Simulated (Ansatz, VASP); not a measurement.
# PtF2 in two plane-wave programs, part 2 of 2

Wanted: the spread between two codes on one cell, functional and k mesh. The cell is generated by rule, not measured, and may not be a known phase. The cell is taken from a series of VASP runs on this material, whose earlier steps may have relaxed, scaled or displaced it; both programs get it as it stands. Valence electrons are named where the data sets of a main pair hold unlike numbers.

VASP 6.6.1 and Ansatz 0.2.0.

So far: Set-up; VASP: band structure, PBEsol; Ansatz: band structure, PBEsol; Differences.

**5. VASP: band structure, PBEsol, spin-orbit coupling**

Level of this step: PBEsol, spin-orbit coupling; plane waves and PAW (Pt, F); invented cell (VASP).

With cell and atoms fixed, the geometry can't cause a difference; cores, projectors, grids and the points listed under the comparison can.

Input file INCAR:

```
SYSTEM = PtF2
PREC = Accurate
ENCUT = 520
EDIFF = 1E-06
NELM = 100
ISMEAR = 0
SIGMA = 0.02
LREAL = .FALSE.
ALGO = Normal
GGA = PS
LNONCOLLINEAR = .TRUE.
MAGMOM = 0 0 0 0 0 0 0 0 0
NBANDS = 36
GGA_COMPAT = .FALSE.
LASPH = .TRUE.
LSORBIT = .TRUE.
LMAXMIX = 4
LORBIT = 11
LWAVE = .FALSE.
LCHARG = .FALSE.
KPAR = 4
ISIF = 2
```

Input file POSCAR:

```
PtF2
1.0
    0.0000000000      2.4978500000      2.4978500000
    2.4978500000      0.0000000000      2.4978500000
    2.4978500000      2.4978500000      0.0000000000
Pt F
1 2
Direct
    0.0000000000      0.0000000000      0.0000000000
    0.2500000000      0.2500000000      0.2500000000
    0.7500000000      0.7500000000      0.7500000000
```

Input file KPOINTS:

```
Automatic mesh
0
Gamma
10 10 10
0 0 0
```

Input file KPOINTS_OPT:

```
Line mode
16
Line-mode
Reciprocal
  0.00000000   0.00000000   0.00000000 GAMMA
  0.50000000   0.00000000   0.50000000 X

  0.50000000   0.00000000   0.50000000 X
  0.50000000   0.25000000   0.75000000 W

  0.50000000   0.25000000   0.75000000 W
  0.37500000   0.37500000   0.75000000 K

  0.37500000   0.37500000   0.75000000 K
  0.00000000   0.00000000   0.00000000 GAMMA

  0.00000000   0.00000000   0.00000000 GAMMA
  0.50000000   0.50000000   0.50000000 L

  0.50000000   0.50000000   0.50000000 L
  0.62500000   0.25000000   0.62500000 U

  0.62500000   0.25000000   0.62500000 U
  0.50000000   0.25000000   0.75000000 W

  0.50000000   0.25000000   0.75000000 W
  0.50000000   0.50000000   0.50000000 L

  0.50000000   0.50000000   0.50000000 L
  0.37500000   0.37500000   0.75000000 K

  0.62500000   0.25000000   0.62500000 U
  0.50000000   0.00000000   0.50000000 X
```

PAW data sets: Pt and F (PBE family, release 64).

Run with:

```
$ mpirun -np 4 vasp_ncl
```

Numbers of over 12 decimals in the logs are rounded to 6 here.

The program printed:

```text
[banner, memory and clock lines left out]
running    4 mpi-ranks, on    1 nodes
[...]
[... a notice as in an earlier step ...]

 LDA part: xc-table for (Slater+PW92), standard interpolation
 POSCAR, INCAR and KPOINTS ok, starting setup
[...]
entering main loop
       N       E                     dE             d eps       ncg     rms          rms(c)
DAV:   1     0.170129179442E+03    0.17013E+03   -0.13430E+04  3416   0.133E+03
DAV:   2    -0.421515847579E+01   -0.17434E+03   -0.16473E+03  3792   0.338E+02
DAV:   3    -0.122401719431E+02   -0.80250E+01   -0.78720E+01  3880   0.705E+01
DAV:   4    -0.122952768745E+02   -0.55105E-01   -0.55070E-01  3648   0.631E+00
[...]
DAV:  10    -0.114443082487E+02    0.60465E-04   -0.32776E-04  3532   0.201E-01    0.890E-02
DAV:  11    -0.114443387812E+02   -0.30532E-04   -0.22220E-05  3464   0.411E-02    0.524E-02
DAV:  12    -0.114443389278E+02   -0.14664E-06   -0.28753E-06  3616   0.197E-02
   1 F= -.11444339E+02 E0= -.11444040E+02  d E =-.597591E-03  mag=    -0.0000    -0.0000     0.0000
 Start KPOINTS_OPT (optional k-point list driver)
k-point batch [1-47\160]
       N       E                     dE             ncg
DAV:   1     0.724865940792E+04   -0.29326E+05     3392
DAV:   2    -0.845849616359E+03   -0.80945E+04     3776
DAV:   3    -0.121092482234E+04   -0.36508E+03     3852
DAV:   4    -0.121352577312E+04   -0.26010E+01     3644
DAV:   5    -0.121354901765E+04   -0.23245E-01     3568
DAV:   6    -0.121354936311E+04   -0.34546E-03     3648
DAV:   7    -0.121354936913E+04   -0.60178E-05     3212
DAV:   8    -0.121354936934E+04   -0.21336E-06     2480
[...]
k-point batch [142-160\160]
       N       E                     dE             ncg
DAV:   1     0.266689326444E+05   -0.15362E+05     1384
DAV:   2     0.234729420702E+05   -0.31960E+04     1480
DAV:   3     0.233303471938E+05   -0.14259E+03     1636
DAV:   4     0.233293109585E+05   -0.10362E+01     1448
DAV:   5     0.233293022128E+05   -0.87457E-02     1444
DAV:   6     0.233293020844E+05   -0.12838E-03     1444
DAV:   7     0.233293020822E+05   -0.22391E-05     1332
DAV:   8     0.233293020821E+05   -0.70322E-07      980
```

OUTCAR, selected parts (step 5):

```text
  Total        9.0699784      9.0699784      9.0699784      0.0000000     -0.0000000      0.0000000
  in kB      466.2166470    466.2166470    466.2166470      0.0000000     -0.0000000      0.0000000
  external PRESSURE =     466.2166470 kB  Pullay stress =       0.0000000 kB

 POSITION                                       TOTAL-FORCE (eV/Angst)
 -----------------------------------------------------------------------------------
      0.00000      0.00000      0.00000        -0.000000      0.000000      0.000000
      1.24893      1.24893      1.24893         0.000000      0.000000      0.000000
      3.74678      3.74678      3.74678        -0.000000     -0.000000     -0.000000
 -----------------------------------------------------------------------------------
    total drift:                                0.000000      0.000000      0.000000

  FREE ENERGIE OF THE ION-ELECTRON SYSTEM (eV)
  ---------------------------------------------------
  free  energy   TOTEN  =       -11.4443389278 eV

  energy  without entropy=      -11.4437413370  energy(sigma->0) =      -11.44404013

 magnetization (x)
# of ion       s       p       d       tot
------------------------------------------
    1       -0.000   0.000  -0.000  -0.000
    2        0.000   0.000   0.000   0.000
    3       -0.000   0.000   0.000  -0.000
--------------------------------------------------
tot         -0.000   0.000  -0.000  -0.000

 magnetization (y)
# of ion       s       p       d       tot
------------------------------------------
    1        0.000   0.000  -0.000  -0.000
    2        0.000   0.000   0.000   0.000
    3        0.000   0.000   0.000   0.000
--------------------------------------------------
tot          0.000   0.000  -0.000  -0.000

 magnetization (z)
# of ion       s       p       d       tot
------------------------------------------
    1       -0.000   0.000  -0.000  -0.000
    2        0.000   0.000   0.000   0.000
    3       -0.000   0.000   0.000  -0.000
--------------------------------------------------
tot         -0.000   0.000  -0.000  -0.000

[... 1 part as in an earlier step ...]

[... 2 further parts left out ...]
[key lines of the parts left out:]
E-fermi :   7.7435
```

The run ends at a pressure of 46.62 GPa.

**6. Ansatz: band structure, PBEsol, spin-orbit coupling**

The same cell, functional, mesh and smearing now go to Ansatz, which takes its cutoff from its data sets.

The cell is taken from a series of VASP runs on this material, whose earlier steps may have relaxed, scaled or displaced it; both programs get it as it stands.

Input file input.yaml:

```yaml
crystal:
  lattice:
    - [0.0, 2.49785, 2.49785]
    - [2.49785, 0.0, 2.49785]
    - [2.49785, 2.49785, 0.0]
  atoms:
    - { symbol: Pt, position: [0.0, 0.0, 0.0] }
    - { symbol: F, position: [0.25, 0.25, 0.25] }
    - { symbol: F, position: [0.75, 0.75, 0.75] }
hamiltonian:
  xc: pbesol
  pseudopotentials: { kind: paw_fr }
magnetization:
  noncollinear: true
  spin_orbit: true
kpoints:
  mp_grid: { grid: [10, 10, 10] }
  band_path:
    path:
      - [0.0, 0.0, 0.0]
      - [0.16667, 0.0, 0.16667]
      - [0.33333, 0.0, 0.33333]
      - [0.5, 0.0, 0.5]
      - [0.5, 0.08333, 0.58333]
      - [0.5, 0.18333, 0.68333]
      - [0.5, 0.25, 0.75]
      - [0.45, 0.3, 0.75]
      - [0.40833, 0.34167, 0.75]
      - [0.35, 0.35, 0.7]
      - [0.225, 0.225, 0.45]
      - [0.075, 0.075, 0.15]
      - [0.03333, 0.03333, 0.03333]
      - [0.23333, 0.23333, 0.23333]
      - [0.4, 0.4, 0.4]
      - [0.51667, 0.46667, 0.51667]
      - [0.55833, 0.38333, 0.55833]
      - [0.60833, 0.28333, 0.60833]
      - [0.60833, 0.25, 0.64167]
      - [0.55833, 0.25, 0.69167]
      - [0.51667, 0.25, 0.73333]
      - [0.5, 0.3, 0.7]
      - [0.5, 0.38333, 0.61667]
      - [0.5, 0.48333, 0.51667]
      - [0.475, 0.475, 0.55]
      - [0.425, 0.425, 0.65]
      - [0.38333, 0.38333, 0.73333]
      - [0.59167, 0.18333, 0.59167]
      - [0.55, 0.1, 0.55]
      - [0.5, 0.0, 0.5]
    npoints: 1
scf:
  occupations: { method: gaussian, width: 0.02 }
  n_extra_bands: 14
output:
  forces: true
  stress: true
  eigenvalues: true
```

Run with:

```
$ ansatz run input.yaml --threads 2 --pin off --max-ram 4608MiB --backend cpu --events-out ev --progress --plain --runs-dir out
```

The program printed:

```text
[...]
non-collinear run that drives no moment, with spin-orbit: no starting moment large enough to seed its density (crystal.atoms[].spin), no starting occupations that ask for one, no magnetisation constraint and no magnetic field, so the semilocal B_xc is pinned to zero
Crystal: 3 atoms, lattice volume = 31.169 Å³
[...]
k-point 1: bands = [... 28 lower, 15.5299, 15.5299, 15.8828, 15.8828, 15.9076, 15.9076, 16.5399, 16.5399, ... 10 higher]
  k-point 2: bands = [... 28 lower, 15.2030, 15.2030, 15.6929, 15.6929, 16.2812, 16.2812, 16.8253, 16.8253, ... 10 higher]
  k-point 46: bands = [... 28 lower, 13.9800, 13.9800, 14.3118, 14.3118, 15.1056, 15.1056, 21.6364, 21.6364, ... 10 higher]
[key lines of the parts left out:]
SCF converged after 8 iterations
Magnetization: |M| = 0.0000 μB,  M = (+0.0000, +0.0000, +0.0000) μB
Free energy (F): -14013.210329 eV
Fermi energy:    15.280888 eV
P = ⅓ Tr σ = 46.5981 GPa (465.981 kbar)
```

The job ended after 8.7 s (2 threads of Arm Neoverse V2, shared host; peak memory 0.45 GiB; 17 s of CPU time).

**7. Comparison**

What differs besides the data sets and the points named for the pairs above, as far as they apply: spin-orbit coupling enters by fully relativistic files in Ansatz and inside the spheres in VASP; the data sets hold 32 valence electrons in Ansatz (on its fully relativistic PAW (standard-fr) files) and 24 in VASP. Total energies have different zeros and are not compared.

The two programs side by side:

```
                                        quantity  Ansatz   VASP  difference
                                  pressure (GPa)   46.60  46.62       -0.02
pressure without Ansatz's Pulay correction (GPa)   45.75  46.62       -0.87
```

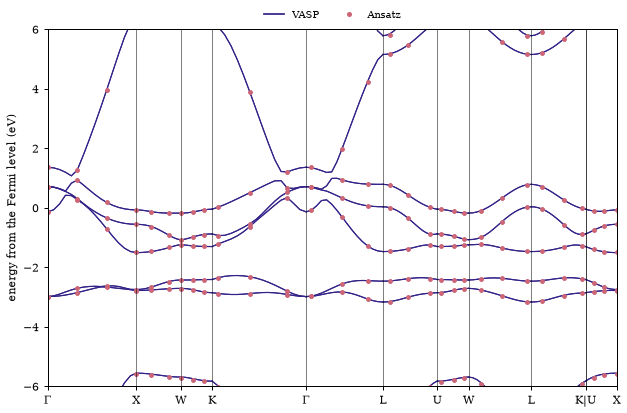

Bands from VASP (lines) and levels from Ansatz (dots). Dots without a line are higher empty bands that the VASP plot leaves out.

Levels from 3 eV below to 2 eV above the Fermi level differ by 5 meV r.m.s. and 10 meV at most; each VASP level is matched to the nearest of Ansatz, which flatters the figure a little. Ansatz's pressure holds a Pulay correction of 0.85 GPa; VASP's holds none.

**8. What came out**

```json
{
 "r.m.s. difference of levels near the Fermi level (band structure, PBEsol)": "8.2 meV",
 "r.m.s. difference of levels near the Fermi level (band structure, PBEsol, spin-orbit coupling)": "4.9 meV"
}
```

**Reading.** The r.m.s. difference of levels near the Fermi level is 8.2 meV (band structure, PBEsol), within the 80 meV picked in this series as the mark of a large difference. The data sets hold unlike numbers of valence electrons (32 in Ansatz and 24 in VASP), so part of the differences comes from the potentials. How closely two codes agree says nothing of how well the functional describes the real material.

[Lines on the potential files, build, host, timing and source positions are cut from VASP's logs without a mark.]

[Logs are printed without paths, hosts, clocks, repeated set-up lines and the standing remarks that a program may print on its own settings, such as how far it seeks lower states.]

[Hosts, paths, dates, database ids (printed as entryN), source tags and the programs' standing remarks are cut or masked in the printed files.]
